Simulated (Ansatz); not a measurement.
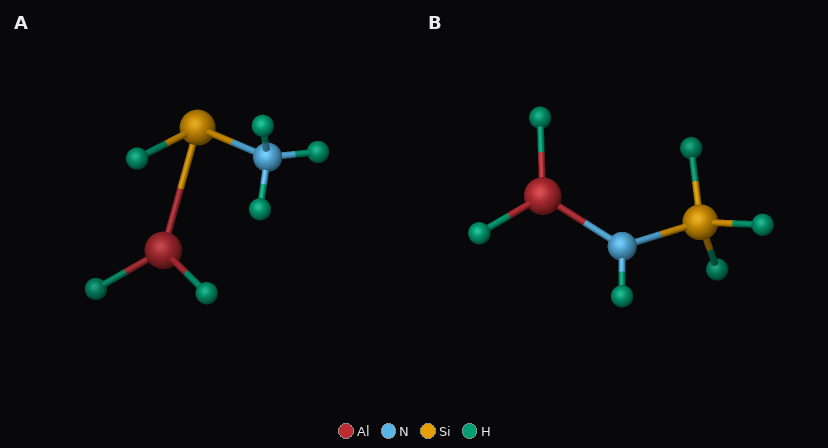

2 stationary structures of one formula. Geometries: PBE0-D4/def2-TZVP. Electronic energies: B3LYP-D4/def2-TZVPP (Ansatz 0.2.0), without zero-point energy. No frequency run is at hand to confirm each as a minimum. Each is one conformer, not always the lowest.

> Rank them by energy, lowest first.

B is lowest; A lies 57.5 kcal/mol above it.

Give E(B) − E(A) in kcal/mol at these levels too: RHF-CCSD(T) (frozen core)/def2-TZVPP; PBE0-D4/def2-TZVP; PBE-D4/def2-TZVPP; r2SCAN-D4/def2-TZVPP; B3LYP-D4/def2-TZVPP; PBE0-D4/def2-TZVPP; ωB97M-V/def2-TZVPP.

```json
{"level": "RHF-CCSD(T) (frozen core)/def2-TZVPP", "E(B) − E(A) (kcal/mol)": "−57.8"}
{"level": "PBE0-D4/def2-TZVP", "E(B) − E(A) (kcal/mol)": "−52.1"}
{"level": "PBE-D4/def2-TZVPP", "E(B) − E(A) (kcal/mol)": "−47.2"}
{"level": "r2SCAN-D4/def2-TZVPP", "E(B) − E(A) (kcal/mol)": "−56.2"}
{"level": "B3LYP-D4/def2-TZVPP", "E(B) − E(A) (kcal/mol)": "−57.5"}
{"level": "PBE0-D4/def2-TZVPP", "E(B) − E(A) (kcal/mol)": "−51.4"}
{"level": "ωB97M-V/def2-TZVPP", "E(B) − E(A) (kcal/mol)": "−56.6"}
```
